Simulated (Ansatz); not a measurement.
**CH₂InS radical: energies and forces away from the minimum**

Aim: displace all atoms at random from the minimum and see how well density functionals give the CCSD(T) energy and forces there.

Computed with Ansatz 0.2.0, Gaussian basis. Level: single points with forces in def2-TZVPP.

Levels: PBE-D4, r2SCAN-D4, PBE0-D4, wB97M-V, Hartree-Fock, MP2, CCSD, CCSD(T). Each coordinate is moved by a Gaussian draw of the width named (0.7 of it for atoms other than hydrogen): 0.04 Å.

Correlated methods freeze the cores. Filled d shells of the heavier atoms are correlated. Core potentials replace the inner electrons past krypton, and spin-orbit coupling is left out. Orbitals are unrestricted.

9 further runs of the same task are left out: 9 set aside as unsound or not needed.

## Step 1: The starting structure

The minimum, relaxed at PBE0-D4: 5 atoms, charge 0, spin multiplicity 2.

Atoms are counted from 1 here; the program's logs count them from 0.

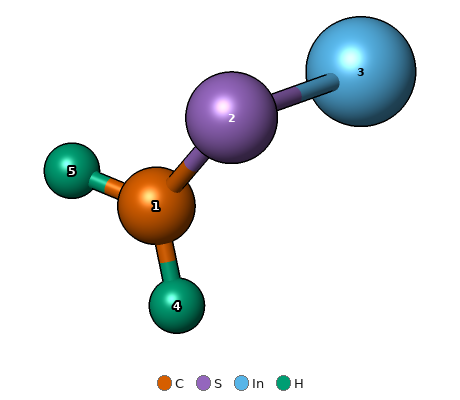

As it starts; carbon orange, sulfur purple, indium blue, hydrogen teal; atoms are numbered from 1 in the order of the file.

Geometry (Å):

```xyz
5
charge 0, multiplicity 2
C     0.36062   -0.36357    0.25040
S     0.13814    1.29465    0.58794
In   -1.54079    0.88268   -1.29673
H     1.16545   -0.69218   -0.39941
H    -0.12342   -1.12158    0.85779
```

Energies of the minimum (eV), from earlier single points: PBE-D4 -17073.72608, r2SCAN-D4 -17080.09048, PBE0-D4 -17074.51130, B3LYP-D4 -17082.17478, wB97M-V -17076.81010, CCSD(T) -17046.42423.

## Step 2: Structure 1, width 0.04 Å

File ccsdt-tzvpp/in.yaml:

```yaml
crystal:
  periodic: [false, false, false]
  atoms:
    - {symbol: C, position_ang: [0.356527, -0.330969, 0.253342]}
    - {symbol: S, position_ang: [0.126846, 1.291362, 0.605971]}
    - {symbol: In, position_ang: [-1.526766, 0.844689, -1.262414]}
    - {symbol: H, position_ang: [1.145232, -0.756218, -0.364422]}
    - {symbol: H, position_ang: [-0.124141, -1.084907, 0.851834]}
basis:
  gaussian: {orbitals: def2-TZVPP}
magnetization: {spin_polarized: true, initial_magnetization: 1}
correlation: {method: ccsd_t}
scf: {omitted_lower_state_checks: [cluster_reference]}
output: {forces: true}
```

The command line of these runs was not kept.

The log of the run:

```text
Functional definition: HF
  name "HF"
  cite "Fock, Z. Phys. 61, 126 (1930) doi:10.1007/BF01340294"
  parent pbe
  exchange = exact_x
  correlation = 0
these checks for a lower state are left out or cut short: cluster_reference
1074 factors; integrals over basis functions are off by at most 6.8e-4 eV
mean field evaluation 1: about -17026.9636 eV, gradient 1.5e1 eV
mean field evaluation 2: about -17026.9703 eV, gradient 1.5e1 eV
mean field evaluation 4: about -17028.7567 eV, gradient 2.3e0 eV
mean field evaluation 8: about -17028.8925 eV, gradient 2.2e-1 eV
mean field evaluation 16: about -17027.7437 eV, gradient 5.0e0 eV
mean field evaluation 32: about -17026.2266 eV, gradient 5.3e0 eV
mean field -17028.89489295 eV, -625.8003447163 hartree, gradient 2.7e-6 eV, S^2 0.781581; 6 other end points of the search recorded, 0 dependent functions left out
10 core orbitals not correlated: weight in the atoms' cores, before any rotation towards them, 1.000 or more for the frozen orbitals, at most 0.000 for the correlated occupied ones
reference -17028.89489295 eV, -625.8003447163 hartree; 13, 12 occupied and 128, 129 virtual orbitals, 1074 factors
second order -16.24041867 eV of doubles, -0.00000000 eV of singles
cycle   1  -16.20263005 eV  change    3.8e-2 eV  update   1.1e-1
cycle   2  -16.66748840 eV  change   -4.6e-1 eV  update   3.5e-2
cycle   3  -16.75992355 eV  change   -9.2e-2 eV  update   2.5e-2
cycle   4  -16.75665210 eV  change    3.3e-3 eV  update   1.2e-2
cycle   5  -16.75883905 eV  change   -2.2e-3 eV  update   8.0e-3
cycle   6  -16.76466209 eV  change   -5.8e-3 eV  update   3.7e-3
cycle   7  -16.76513909 eV  change   -4.8e-4 eV  update   1.7e-3
cycle   8  -16.76585565 eV  change   -7.2e-4 eV  update   9.2e-4
cycle   9  -16.76572180 eV  change    1.3e-4 eV  update   3.2e-4
cycle  10  -16.76555415 eV  change    1.7e-4 eV  update   1.5e-4
cycle  11  -16.76568289 eV  change   -1.3e-4 eV  update   6.2e-5
cycle  12  -16.76569538 eV  change   -1.2e-5 eV  update   3.1e-5
cycle  13  -16.76570596 eV  change   -1.1e-5 eV  update   1.4e-5
cycle  14  -16.76570417 eV  change    1.8e-6 eV  update   6.5e-6
cycle  15  -16.76569682 eV  change    7.3e-6 eV  update   2.8e-6
cycle  16  -16.76569699 eV  change   -1.7e-7 eV  update   1.5e-6
cycle  17  -16.76569717 eV  change   -1.9e-7 eV  update   9.5e-7
cycle  18  -16.76569703 eV  change    1.4e-7 eV  update   6.0e-7
cycle  19  -16.76569723 eV  change   -2.0e-7 eV  update   3.9e-7
perturbative correction -0.71192286 eV, -0.0261626824 hartree
the calculation of the forces begins
working
working
working
working
working
working
working
Total energy: -17046.37251304 eV, -626.4426354078 hartree
Atom 0 at     0.356527    -0.330969     0.253342 Å, force     0.171963    -1.470271    -0.267831 eV/Å
Atom 1 at     0.126846     1.291362     0.605971 Å, force     0.152467     1.185130     0.250957 eV/Å
Atom 2 at    -1.526766     0.844689    -1.262414 Å, force    -0.110843    -0.053085    -0.140523 eV/Å
Atom 3 at     1.145232    -0.756218    -0.364422 Å, force     0.081203     0.503842    -0.107273 eV/Å
Atom 4 at    -0.124141    -1.084907     0.851834 Å, force    -0.294790    -0.165616     0.264671 eV/Å
Dipole moment:    -0.265471    -0.186987    -0.332227 e Å
Checks for a lower state left out: cluster_reference
```

Wall time 9 min (2 threads, shared host); peak memory 2.7 GiB.

The other levels were run on the same coordinates; their logs were not kept, and their results stand in the tables.

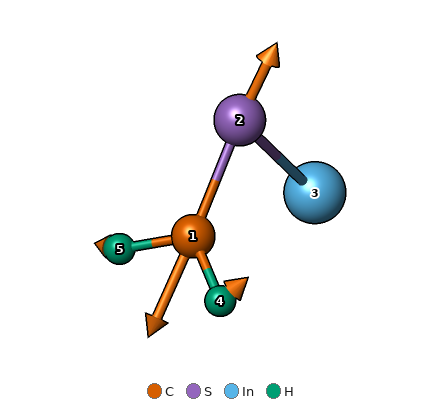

Forces at CCSD(T); the longest arrow is 1.50 eV/Å.

| method | RMS force component (eV/Å) | RMS error against CCSD(T) (eV/Å) | angle to CCSD(T) forces (°) | dipole (D) |
| --- | --- | --- | --- | --- |
| PBE-D4 | 0.473 | 0.199 | 21.9 | 2.02 |
| r2SCAN-D4 | 0.442 | 0.108 | 7.1 | 2.09 |
| PBE0-D4 | 0.409 | 0.151 | 10.6 | 2.24 |
| wB97M-V | 0.429 | 0.113 | 5.5 | 2.23 |
| CCSD(T) | 0.532 | reference | reference | 2.23 |

## Step 3: All structures together

Energy above the minimum (kJ/mol):

| structure | width (Å) | PBE-D4 | r2SCAN-D4 | PBE0-D4 | wB97M-V | Hartree-Fock | MP2 | CCSD | CCSD(T) |
| --- | --- | --- | --- | --- | --- | --- | --- | --- | --- |
| 1 | 0.04 | 5.9 | 4.7 | 4.5 | 3.8 | 7.7 | 3.0 | 4.9 | 5.0 |

Miss and cost, level by level (times from a shared host):

| method | mean energy error from CCSD(T) (kJ/mol) | mean time a point |
| --- | --- | --- |
| PBE-D4 | 0.9 | 4.4 s |
| r2SCAN-D4 | 0.3 | 4.6 s |
| PBE0-D4 | 0.5 | 3.9 s |
| wB97M-V | 1.1 | 10 s |
| Hartree-Fock | 2.7 | part of the CCSD(T) run |
| MP2 | 2.0 | part of the CCSD(T) run |
| CCSD | 0.1 | part of the CCSD(T) run |
| CCSD(T) | 0 | 9 min |

The best functional, r2SCAN-D4, misses by 0.3 kJ/mol and takes 4.6 s a point, against 9 min for CCSD(T).

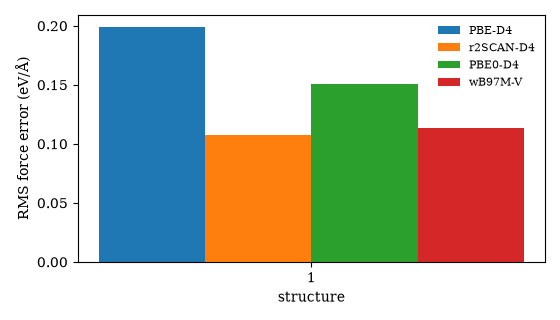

Force errors against CCSD(T).

## Step 4: Results

| quantity | value |
| --- | --- |
| energy above the minimum, CCSD(T) | 5.0 kJ/mol |
| mean energy error | PBE-D4 0.9, r2SCAN-D4 0.3, PBE0-D4 0.5, wB97M-V 1.1, Hartree-Fock 2.7, MP2 2.0, CCSD 0.1 kJ/mol |
| mean RMS force error | PBE-D4 0.199, r2SCAN-D4 0.108, PBE0-D4 0.151, wB97M-V 0.113 eV/Å |
| largest T1 diagnostic | 0.025 |

What this shows: In energy CCSD is nearest to CCSD(T) and Hartree-Fock farthest. For forces r2SCAN-D4 is best, off by 20 % of the typical force, and PBE-D4 worst (37 %); with few structures and a triple-zeta reference, gaps of a few points rank nothing.
